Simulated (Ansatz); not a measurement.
Run report: Ge2H5F, molecular dynamics (part 4 of 4)

The same run, continued: Ge2H5F; RKS B3LYP/def2-SVP (Ansatz 0.2.0). It belongs to a series of runs on one base structure; here: dynamics from the highest image of the converged band.

Geometry of the input (Å):
```
Ge -0.3449  0.1656  0.2349
Ge 1.1767  -0.0472  2.2273
H  0.2332  -0.5417  3.3533
H  2.3638  -1.0263  2.1495
H  1.6067  1.4077  2.4763
H  1.4035  0.1377  0.2954
H  0.0331  1.1790  -0.8898
F  -0.5359  -1.3809  -0.6045
```

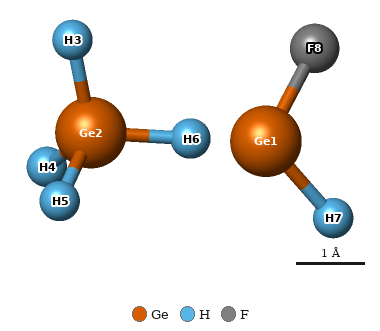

The geometry at step 163 of the log (ball-and-stick view, seen at a tilt; atoms are numbered from 1 in the order of the input).

### Trajectory as extended XYZ, continued
```
8
Properties=species:S:1:pos:R:3:forces:R:3 step=122 time_fs=61.0 energy=-115820.29708 temperature=858.4
Ge   -0.5125    0.2426    0.0863    0.0863  -1.2880  -1.1106
Ge    1.3200   -0.0865    2.3505    0.0473  -0.3052   1.7213
H     0.1160   -0.9368    2.8037   -0.0981   0.2732  -0.0383
H     2.4639   -0.7569    3.1696    0.1022   0.4083  -0.2393
H     1.1645    1.4413    2.5189    0.0123  -0.1880   0.2802
H     1.6210   -0.2760    0.9015    0.1219  -0.2201  -1.1431
H     0.5763    0.8320   -0.9656   -0.1397  -0.0177   0.0388
F    -0.4591   -1.4796   -0.5627   -0.1323   1.3375   0.4908
8
Properties=species:S:1:pos:R:3:forces:R:3 step=126 time_fs=63.0 energy=-115820.25537 temperature=805.3
Ge   -0.5210    0.2469    0.0736    0.0581  -1.3543  -1.0204
Ge    1.3288   -0.0904    2.3622   -0.0224   0.0734   1.9388
H     0.1629   -0.9566    2.8255   -0.3574   0.1094   0.0189
H     2.4868   -0.7232    3.1698    0.2340   0.3932  -0.1385
H     1.1096    1.4386    2.4739    0.0687  -0.2135   0.4081
H     1.6114   -0.2566    0.9339    0.2446  -0.3651  -1.7203
H     0.5476    0.8507   -0.9906   -0.1116  -0.0508   0.0440
F    -0.4592   -1.4842   -0.5585   -0.1141   1.4076   0.4693
8
Properties=species:S:1:pos:R:3:forces:R:3 step=130 time_fs=65.0 energy=-115820.31533 temperature=881.9
Ge   -0.5295    0.2506    0.0605    0.0403  -1.3794  -0.8728
Ge    1.3377   -0.0942    2.3749    0.0202   0.2247   0.9384
H     0.1966   -0.9722    2.8480   -0.4661  -0.0193   0.0471
H     2.5187   -0.6746    3.1645    0.3605   0.3307  -0.0482
H     1.0574    1.4279    2.4442    0.1212  -0.1878   0.4732
H     1.6103   -0.2505    0.9048    0.0967  -0.3155  -0.9588
H     0.5147    0.8675   -1.0141   -0.0628  -0.0603   0.0044
F    -0.4594   -1.4860   -0.5533   -0.1102   1.4068   0.4166
8
Properties=species:S:1:pos:R:3:forces:R:3 step=133 time_fs=66.5 energy=-115820.36414 temperature=944.6
Ge   -0.5359    0.2528    0.0503    0.0321  -1.3671  -0.7361
Ge    1.3443   -0.0969    2.3848    0.0294   0.1711  -0.0339
H     0.2105   -0.9840    2.8659   -0.3900  -0.0393   0.0266
H     2.5513   -0.6297    3.1592    0.3816   0.2829  -0.0241
H     1.0211    1.4151    2.4338    0.1504  -0.1326   0.4802
H     1.6122   -0.2540    0.8573   -0.0703  -0.2193  -0.0309
H     0.4884    0.8786   -1.0315   -0.0188  -0.0575  -0.0422
F    -0.4598   -1.4855   -0.5488   -0.1143   1.3619   0.3603
8
Properties=species:S:1:pos:R:3:forces:R:3 step=137 time_fs=68.5 energy=-115820.37378 temperature=957.4
Ge   -0.5443    0.2552    0.0364    0.0185  -1.2947  -0.5461
Ge    1.3532   -0.1006    2.3980   -0.0103  -0.0416  -0.8639
H     0.2169   -1.0007    2.8905   -0.1254   0.0251  -0.0389
H     2.6071   -0.5605    3.1510    0.2501   0.2365  -0.0658
H     0.9778    1.3939    2.4358    0.1664  -0.0216   0.4496
H     1.6121   -0.2657    0.7953   -0.2158  -0.0983   0.8961
H     0.4528    0.8915   -1.0563    0.0368  -0.0539  -0.1015
F    -0.4605   -1.4824   -0.5423   -0.1204   1.2484   0.2706
8
Properties=species:S:1:pos:R:3:forces:R:3 step=141 time_fs=70.5 energy=-115820.36977 temperature=952.5
Ge   -0.5528    0.2569    0.0222   -0.0065  -1.1394  -0.3792
Ge    1.3620   -0.1042    2.4106   -0.0055  -0.2455  -1.1026
H     0.2187   -1.0165    2.9135    0.1735   0.1057  -0.0953
H     2.6720   -0.4823    3.1402   -0.0252   0.1893  -0.1521
H     0.9408    1.3720    2.4549    0.1579   0.0910   0.3920
H     1.6041   -0.2812    0.7660   -0.2513  -0.0154   1.2936
H     0.4185    0.9023   -1.0849    0.0735  -0.0647  -0.1294
F    -0.4614   -1.4768   -0.5352   -0.1163   1.0790   0.1730
8
Properties=species:S:1:pos:R:3:forces:R:3 step=144 time_fs=72.0 energy=-115820.39412 temperature=983.9
Ge   -0.5591    0.2578    0.0115   -0.0349  -0.9623  -0.2828
Ge    1.3687   -0.1070    2.4198    0.0494  -0.2775  -1.0194
H     0.2236   -1.0259    2.9286    0.3290   0.1214  -0.1004
H     2.7207   -0.4187    3.1285   -0.2481   0.1319  -0.2013
H     0.9170    1.3575    2.4792    0.1454   0.1390   0.3390
H     1.5918   -0.2935    0.7755   -0.2217   0.0165   1.2854
H     0.3946    0.9088   -1.1095    0.0828  -0.0864  -0.1191
F    -0.4622   -1.4711   -0.5296   -0.1019   0.9174   0.0987
8
Properties=species:S:1:pos:R:3:forces:R:3 step=148 time_fs=74.0 energy=-115820.46302 temperature=1072.4
Ge   -0.5676    0.2585   -0.0030   -0.0848  -0.6525  -0.1939
Ge    1.3776   -0.1109    2.4315    0.1358  -0.0755  -0.6140
H     0.2413   -1.0346    2.9456    0.3881   0.0497  -0.0360
H     2.7767   -0.3300    3.1062   -0.4581   0.0173  -0.2015
H     0.8902    1.3427    2.5227    0.1355   0.1220   0.2577
H     1.5684   -0.3093    0.8297   -0.1237   0.0100   0.8542
H     0.3654    0.9144   -1.1462    0.0743  -0.1288  -0.0681
F    -0.4635   -1.4620   -0.5220   -0.0670   0.6579   0.0016
8
Properties=species:S:1:pos:R:3:forces:R:3 step=152 time_fs=76.0 energy=-115820.50435 temperature=1125.2
Ge   -0.5761    0.2589   -0.0177   -0.1409  -0.2816  -0.1335
Ge    1.3865   -0.1148    2.4430    0.1574   0.3872   0.2005
H     0.2733   -1.0417    2.9615    0.2899  -0.1169   0.1065
H     2.8156   -0.2406    3.0764   -0.4938  -0.1234  -0.1166
H     0.8686    1.3324    2.5761    0.1359   0.0253   0.1607
H     1.5404   -0.3249    0.9149    0.0186  -0.0676  -0.1290
H     0.3391    0.9151   -1.1853    0.0540  -0.1714   0.0034
F    -0.4650   -1.4515   -0.5144   -0.0212   0.3484  -0.0921
8
Properties=species:S:1:pos:R:3:forces:R:3 step=156 time_fs=78.0 energy=-115820.45280 temperature=1059.3
Ge   -0.5847    0.2591   -0.0323   -0.1889   0.1184  -0.0743
Ge    1.3956   -0.1185    2.4545    0.0763   0.9381   1.2010
H     0.3162   -1.0534    2.9815    0.1284  -0.3112   0.2759
H     2.8363   -0.1559    3.0423   -0.3385  -0.2586   0.0235
H     0.8522    1.3230    2.6355    0.1306  -0.0931   0.0464
H     1.5130   -0.3433    0.9943    0.1352  -0.1875  -1.3547
H     0.3148    0.9092   -1.2244    0.0358  -0.1959   0.0668
F    -0.4664   -1.4403   -0.5070    0.0211  -0.0101  -0.1847
8
Properties=species:S:1:pos:R:3:forces:R:3 step=159 time_fs=79.5 energy=-115820.41227 temperature=1007.6
Ge   -0.5912    0.2593   -0.0434   -0.2146   0.4177  -0.0166
Ge    1.4024   -0.1210    2.4636   -0.0388   1.1901   1.4900
H     0.3521   -1.0695    3.0030    0.0569  -0.4038   0.3582
H     2.8430   -0.0987    3.0171   -0.1307  -0.3393   0.1274
H     0.8431    1.3139    2.6815    0.1085  -0.1552  -0.0454
H     1.4955   -0.3615    1.0231    0.1461  -0.2080  -1.7558
H     0.2975    0.9000   -1.2522    0.0307  -0.1951   0.0968
F    -0.4675   -1.4319   -0.5016    0.0419  -0.3064  -0.2545
8
Properties=species:S:1:pos:R:3:forces:R:3 step=163 time_fs=81.5 energy=-115820.44003 temperature=1042.7
Ge   -0.5999    0.2598   -0.0581   -0.2383   0.7913   0.0832
Ge    1.4114   -0.1237    2.4763   -0.2399   1.0714   0.8144
H     0.4020   -1.1043    3.0436    0.1114  -0.3721   0.3341
H     2.8485   -0.0338    2.9878    0.1563  -0.4081   0.2090
H     0.8345    1.2965    2.7410    0.0434  -0.1660  -0.1553
H     1.4768   -0.3920    1.0059    0.0763  -0.0313  -1.0471
H     0.2755    0.8812   -1.2860    0.0414  -0.1661   0.1068
F    -0.4689   -1.4213   -0.4950    0.0494  -0.7190  -0.3450
8
Properties=species:S:1:pos:R:3:forces:R:3 step=167 time_fs=83.5 energy=-115820.45426 temperature=1060.8
Ge   -0.6088    0.2606   -0.0728   -0.2579   1.1082   0.1959
Ge    1.4203   -0.1259    2.4894   -0.4001   0.5752  -0.1956
H     0.4567   -1.1528    3.0964    0.2909  -0.1701   0.1673
H     2.8595    0.0156    2.9663    0.2970  -0.4380   0.1938
H     0.8274    1.2731    2.7947   -0.0541  -0.0938  -0.2238
H     1.4611   -0.4233    0.9502    0.0168   0.2427   0.1989
H     0.2552    0.8562   -1.3157    0.0705  -0.1103   0.0845
F    -0.4702   -1.4122   -0.4890    0.0370  -1.1138  -0.4209
8
Properties=species:S:1:pos:R:3:forces:R:3 step=170 time_fs=85.0 energy=-115820.41874 temperature=1015.4
Ge   -0.6156    0.2617   -0.0837   -0.2736   1.2913   0.2704
Ge    1.4269   -0.1273    2.4992   -0.3904   0.1670  -0.6430
H     0.5045   -1.1939    3.1407    0.4182   0.0249   0.0060
H     2.8748    0.0417    2.9550    0.2518  -0.4415   0.1288
H     0.8210    1.2530    2.8295   -0.1298  -0.0107  -0.2401
H     1.4498   -0.4414    0.9105    0.0033   0.3927   0.8809
H     0.2417    0.8346   -1.3359    0.0986  -0.0580   0.0546
F    -0.4711   -1.4068   -0.4851    0.0220  -1.3657  -0.4575
8
Properties=species:S:1:pos:R:3:forces:R:3 step=174 time_fs=87.0 energy=-115820.37805 temperature=963.3
Ge   -0.6248    0.2637   -0.0982   -0.2942   1.4420   0.3258
Ge    1.4355   -0.1292    2.5120   -0.1768  -0.2322  -0.7834
H     0.5825   -1.2472    3.1993    0.4834   0.2383  -0.1750
H     2.9028    0.0617    2.9440    0.0452  -0.4174   0.0172
H     0.8078    1.2262    2.8679   -0.2001   0.0815  -0.2249
H     1.4350   -0.4523    0.8877    0.0058   0.4733   1.2905
H     0.2270    0.8040   -1.3611    0.1316   0.0128   0.0162
F    -0.4722   -1.4020   -0.4808    0.0051  -1.5984  -0.4663
8
Properties=species:S:1:pos:R:3:forces:R:3 step=178 time_fs=89.0 energy=-115820.41060 temperature=1005.2
Ge   -0.6341    0.2664   -0.1124   -0.3025   1.4695   0.3036
Ge    1.4440   -0.1311    2.5244    0.1433  -0.3626  -0.5414
H     0.6785   -1.2919    3.2516    0.3997   0.3259  -0.2613
H     2.9326    0.0660    2.9336   -0.1824  -0.3449  -0.0684
H     0.7872    1.2022    2.8978   -0.2048   0.0957  -0.1872
H     1.4204   -0.4454    0.9127    0.0046   0.4219   1.1762
H     0.2174    0.7738   -1.3856    0.1442   0.0714   0.0024
F    -0.4734   -1.4004   -0.4773   -0.0021  -1.6770  -0.4239
8
Properties=species:S:1:pos:R:3:forces:R:3 step=181 time_fs=90.5 energy=-115820.47140 temperature=1083.1
Ge   -0.6411    0.2690   -0.1231   -0.2906   1.4054   0.2322
Ge    1.4504   -0.1327    2.5335    0.3590  -0.2647  -0.1101
H     0.7606   -1.3174    3.2844    0.2555   0.2939  -0.2521
H     2.9508    0.0604    2.9244   -0.2814  -0.2527  -0.0961
H     0.7667    1.1865    2.9154   -0.1605   0.0464  -0.1513
H     1.4095   -0.4296    0.9610   -0.0127   0.2973   0.7231
H     0.2137    0.7529   -1.4039    0.1341   0.1020   0.0169
F    -0.4743   -1.4015   -0.4753   -0.0034  -1.6276  -0.3626
8
Properties=species:S:1:pos:R:3:forces:R:3 step=185 time_fs=92.5 energy=-115820.51316 temperature=1136.5
Ge   -0.6507    0.2731   -0.1371   -0.2416   1.2140   0.0838
Ge    1.4591   -0.1349    2.5456    0.5425   0.0643   0.8447
H     0.8780   -1.3421    3.3201    0.0070   0.1456  -0.1620
H     2.9660    0.0449    2.9089   -0.2608  -0.0851  -0.0857
H     0.7342    1.1668    2.9341   -0.0584  -0.0611  -0.0904
H     1.3944   -0.3994    1.0460   -0.0756   0.0310  -0.3988
H     0.2132    0.7284   -1.4275    0.0966   0.1251   0.0657
F    -0.4754   -1.4058   -0.4732   -0.0098  -1.4338  -0.2573
8
Properties=species:S:1:pos:R:3:forces:R:3 step=189 time_fs=94.5 energy=-115820.46154 temperature=1070.8
Ge   -0.6604    0.2778   -0.1511   -0.1587   0.9226  -0.0807
Ge    1.4681   -0.1371    2.5581    0.5828   0.3812   1.8094
H     0.9956   -1.3614    3.3497   -0.2315  -0.0372  -0.0565
H     2.9716    0.0263    2.8902   -0.0776   0.1098  -0.0487
H     0.6996    1.1449    2.9493    0.0490  -0.1488  -0.0134
H     1.3763   -0.3681    1.1153   -0.1766  -0.2281  -1.5891
H     0.2163    0.7087   -1.4486    0.0464   0.1338   0.1281
F    -0.4766   -1.4130   -0.4717   -0.0337  -1.1334  -0.1491
8
Properties=species:S:1:pos:R:3:forces:R:3 step=193 time_fs=96.5 energy=-115820.44623 temperature=1051.1
Ge   -0.6702    0.2831   -0.1651   -0.0616   0.5637  -0.2116
Ge    1.4774   -0.1391    2.5716    0.4635   0.3551   1.6778
H     1.1046   -1.3818    3.3768   -0.3991  -0.1307  -0.0344
H     2.9745    0.0119    2.8696    0.1628   0.2939  -0.0289
H     0.6667    1.1174    2.9640    0.1180  -0.1665   0.0663
H     1.3516   -0.3448    1.1276   -0.2090  -0.2760  -1.5859
H     0.2213    0.6941   -1.4648    0.0056   0.1362   0.1768
F    -0.4779   -1.4224   -0.4704   -0.0803  -0.7757  -0.0601
8
Properties=species:S:1:pos:R:3:forces:R:3 step=196 time_fs=98.0 energy=-115820.47738 temperature=1090.6
Ge   -0.6776    0.2872   -0.1757    0.0074   0.2725  -0.2676
Ge    1.4845   -0.1405    2.5823    0.3189   0.1018   0.8312
H     1.1767   -1.4001    3.3961   -0.4688  -0.1000  -0.0948
H     2.9801    0.0081    2.8533    0.2774   0.4006  -0.0415
H     0.6448    1.0927    2.9765    0.1322  -0.1297   0.1184
H     1.3280   -0.3340    1.0975   -0.1312  -0.1866  -0.7236
H     0.2252    0.6865   -1.4726   -0.0090   0.1370   0.1906
F    -0.4789   -1.4306   -0.4696   -0.1269  -0.4956  -0.0126
8
Properties=species:S:1:pos:R:3:forces:R:3 step=200 time_fs=100.0 energy=-115820.46558 temperature=1075.5
Ge   -0.6874    0.2928   -0.1900    0.0800  -0.1170  -0.2788
Ge    1.4942   -0.1423    2.5969    0.2354  -0.3175  -0.2997
H     1.2571   -1.4273    3.4183   -0.5007   0.0397  -0.2290
H     2.9966    0.0165    2.8301    0.2370   0.4784  -0.0835
H     0.6199    1.0558    2.9974    0.1083  -0.0352   0.1751
H     1.2927   -0.3256    1.0371    0.0360  -0.0568   0.5192
H     0.2302    0.6810   -1.4768   -0.0028   0.1375   0.1701
F    -0.4806   -1.4423   -0.4685   -0.1932  -0.1291   0.0264
```
